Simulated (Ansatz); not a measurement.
**singlet GeSiH4F−: levels of theory compared**

We compute a comparison of 6 runs (HF/STO-3G, HF/3-21G, HF/def2-SVPD, B3LYP/6-31G*, BLYP/def2-SVPD, PBE0/def2-SVPD) of singlet GeSiH4F−. 

Program for the calculation: Ansatz 0.2.0.

33 further runs of the same task are left out: 33 set aside as unsound or not needed. Runs told in other sessions of the task aren't counted.

**1. The system as given**

The species is GeSiH4F− (7 atoms), meant as a singlet with charge -1. SMILES of the parent species: `F[SiH][GeH3]`. The coordinates come from a PBE0-D4/def2-TZVP relaxation. That shape belongs to the parent species and isn't relaxed for this state.

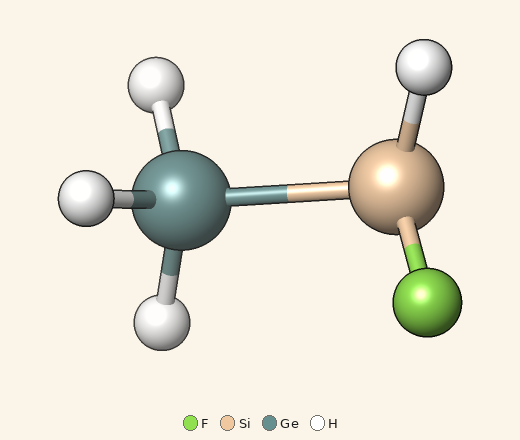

Viewed from a chosen angle; fluorine green, silicon light orange, germanium teal, hydrogen white.

**2. The energy at HF/STO-3G (run 1)**

File in.yaml:

```yaml
basis:
  gaussian:
    orbitals: STO-3G
crystal:
  periodic: [false, false, false]
  atoms:
    - {symbol: F, position_ang: [-0.828200, -1.797600, 1.409500]}
    - {symbol: Si, position_ang: [-0.880400, -1.140500, -0.059400]}
    - {symbol: Ge, position_ang: [0.333800, 0.913400, -0.081600]}
    - {symbol: H, position_ang: [-0.325400, -2.158700, -1.001700]}
    - {symbol: H, position_ang: [0.289700, 1.465200, -1.516000]}
    - {symbol: H, position_ang: [-0.331000, 1.924700, 0.863100]}
    - {symbol: H, position_ang: [1.802700, 0.725500, 0.340400]}
total_charge: -1
magnetization:
  spin_polarized: false
  initial_magnetization: 0
hamiltonian:
  xc: hf
accuracy: high
output:
  orbitals: {seedname: orbitals}
```

The run is started by

```bash
ansatz run in.yaml --threads 1 --pin off --max-ram 3480MiB --events-out events.jsonl --progress --plain --runs-dir runs
```

Output:

```text
Warning: RAYON_NUM_THREADS=1 ignored (pool sized by the plan → 1); use --threads N
Functional definition: HF
  name "HF"
  exchange = exact_x
  correlation = 0
597 factors; integrals over basis functions are off by at most 2.0e-8 eV
mean field evaluation 1: about -66327.6831 eV, gradient 9.4e0 eV
mean field evaluation 2: about -66327.7419 eV, gradient 9.4e0 eV
mean field evaluation 4: about -66328.3404 eV, gradient 7.1e-1 eV
mean field evaluation 8: about -66328.3461 eV, gradient 9.4e-7 eV
mean field -66328.34606043 eV, -2437.5217587529 hartree, gradient 7.8e-8 eV, S^2 0.000000; 0 other end points of the search recorded, 0 dependent functions left out
reference -66328.34606043 eV, -2437.5217587529 hartree; 30, 30 occupied and 6, 6 virtual orbitals, 597 factors
Total energy: -66328.34606043 eV, -2437.5217587529 hartree
```

It took 0.58 s on 1 thread of Arm Neoverse N1, shared host.

**3. The energy at HF/3-21G (run 2)**

File job.yaml:

```yaml
crystal:
  periodic: [false, false, false]
  atoms:
    - {symbol: F, position_ang: [-0.828200, -1.797600, 1.409500]}
    - {symbol: Si, position_ang: [-0.880400, -1.140500, -0.059400]}
    - {symbol: Ge, position_ang: [0.333800, 0.913400, -0.081600]}
    - {symbol: H, position_ang: [-0.325400, -2.158700, -1.001700]}
    - {symbol: H, position_ang: [0.289700, 1.465200, -1.516000]}
    - {symbol: H, position_ang: [-0.331000, 1.924700, 0.863100]}
    - {symbol: H, position_ang: [1.802700, 0.725500, 0.340400]}
basis:
  gaussian: {orbitals: 3-21G-spherical.json}
total_charge: -1
hamiltonian: {xc: hf}
accuracy: high
output: {orbitals: {seedname: orbitals}}
```

The basis set 3-21G is read from a file made from the Basis Set Exchange's data (not shown).

The run is started by

```bash
ansatz run job.yaml --threads 1 --pin off --max-ram 3480MiB --events-out events.jsonl --progress --plain --runs-dir runs
```

Output:

```text
Warning: RAYON_NUM_THREADS=1 ignored (pool sized by the plan → 1); use --threads N
[... 4 set-up lines as earlier in the session ...]
990 factors; integrals over basis functions are off by at most 8.7e-9 eV
mean field evaluation 1: about -66774.2773 eV, gradient 1.2e1 eV
mean field evaluation 2: about -66774.5670 eV, gradient 1.2e1 eV
mean field evaluation 4: about -66775.2942 eV, gradient 1.1e0 eV
mean field evaluation 8: about -66775.3029 eV, gradient 3.2e-4 eV
mean field -66775.30293877 eV, -2453.9471210738 hartree, gradient 3.1e-8 eV, S^2 0.000000; 0 other end points of the search recorded, 0 dependent functions left out
reference -66775.30293877 eV, -2453.9471210738 hartree; 30, 30 occupied and 22, 22 virtual orbitals, 990 factors
Total energy: -66775.30293877 eV, -2453.9471210738 hartree
```

It took 1.1 s on 1 thread of Arm Neoverse N1, shared host; peak memory 0.11 GiB.

Runs 3 to 5 aren't shown in full; the table further down has their settings and results.

**4. A single-point energy at PBE0/def2-SVPD (run 6)**

File molecule.yaml:

```yaml
basis:
  gaussian: {orbitals: def2-SVPD}
crystal:
  periodic: [false, false, false]
  atoms:
    - {symbol: F, position_ang: [-0.828200, -1.797600, 1.409500]}
    - {symbol: Si, position_ang: [-0.880400, -1.140500, -0.059400]}
    - {symbol: Ge, position_ang: [0.333800, 0.913400, -0.081600]}
    - {symbol: H, position_ang: [-0.325400, -2.158700, -1.001700]}
    - {symbol: H, position_ang: [0.289700, 1.465200, -1.516000]}
    - {symbol: H, position_ang: [-0.331000, 1.924700, 0.863100]}
    - {symbol: H, position_ang: [1.802700, 0.725500, 0.340400]}
total_charge: -1
hamiltonian: {xc: {name: PBE0}}
accuracy: high
output: {orbitals: {seedname: orbitals}}
```

The run is started by

```bash
ansatz run molecule.yaml --threads 1 --pin off --max-ram 3480MiB --events-out events.jsonl --progress --plain --runs-dir runs
```

Output:

```text
Warning: RAYON_NUM_THREADS=1 ignored (pool sized by the plan → 1); use --threads N
Functional definition: PBE0
  name "PBE0"
  parameter a = 0.25
  parameter kappa = 0.804
  parameter beta = 0.06672455060314922
  exchange = (1 - a)*pbe_x(kappa = kappa, mu = beta*pi^2/3) + a*exact_x
  correlation = pbe_c(beta = beta)
2291 factors; integrals over basis functions are off by at most 4.5e-9 eV
mean field evaluation 1: about -67152.9753 eV, gradient 2.6e1 eV
mean field evaluation 2: about -67152.5047 eV, gradient 3.3e1 eV
mean field evaluation 4: about -67154.2338 eV, gradient 1.4e0 eV
mean field evaluation 8: about -67154.3079 eV, gradient 5.9e-2 eV
mean field evaluation 16: about -67154.3079 eV, gradient 1.3e-5 eV
mean field -67154.30791551 eV, -2467.8752970703 hartree, gradient 4.7e-8 eV, S^2 0.000000; 0 other end points of the search recorded, 0 dependent functions left out
reference -67154.30791890 eV, -2467.8752971948 hartree; 30, 30 occupied and 87, 87 virtual orbitals, 2291 factors
Total energy: -67154.30791890 eV, -2467.8752971948 hartree
```

Run time: 22 s. Hardware: 1 thread of Arm Neoverse N1, shared host; peak memory 0.44 GiB.

**5. Overview of the runs**

| run | level | Cartesian functions | energy (Eh) | HOMO energy (eV) | LUMO energy (eV) | HOMO–LUMO gap (eV) | wall time |
| --- | --- | --- | --- | --- | --- | --- | --- |
| 1 | HF/STO-3G | no | -2437.521759 | 4.39 | 18.79 | 14.40 | 0.58 s |
| 2 | HF/3-21G | no | -2453.947121 | -0.74 | 8.68 | 9.42 | 1.1 s |
| 3 | HF/def2-SVPD | no | -2465.650298 | -1.05 | 5.62 | 6.67 | 9.3 s |
| 4 | B3LYP/6-31G* (Cartesian functions) | yes | -2468.532950 | 1.45 | 5.21 | 3.76 | 11 s |
| 5 | BLYP/def2-SVPD | no | -2468.389141 | 1.68 | 3.44 | 1.76 | 18 s |
| 6 | PBE0/def2-SVPD | no | -2467.875297 | 0.76 | 3.98 | 3.22 | 22 s |

**6. Summary of results**

| quantity | value |
| --- | --- |
| run 6: total energy | -2467.87530 Eh |
| run 6: HOMO energy | 0.76 eV |
| run 6: LUMO energy | 3.98 eV |
| run 6: HOMO–LUMO gap (to an unbound level, set by the basis) | 3.22 eV |

The HOMO–LUMO gap runs from 1.76 eV (BLYP/def2-SVPD) to 14.40 eV (HF/STO-3G). The two ends differ in method and basis. The empty levels of an anion lie above zero and hang on the basis. Totals of different functionals can't be ranked against each other. In runs 1, 4, 5, 6 the HOMO lies above zero, from self-interaction, a short basis or an electron that isn't bound. In run 1 the basis is minimal, so the values are rough. All runs together took 62 s, the longest 22 s.
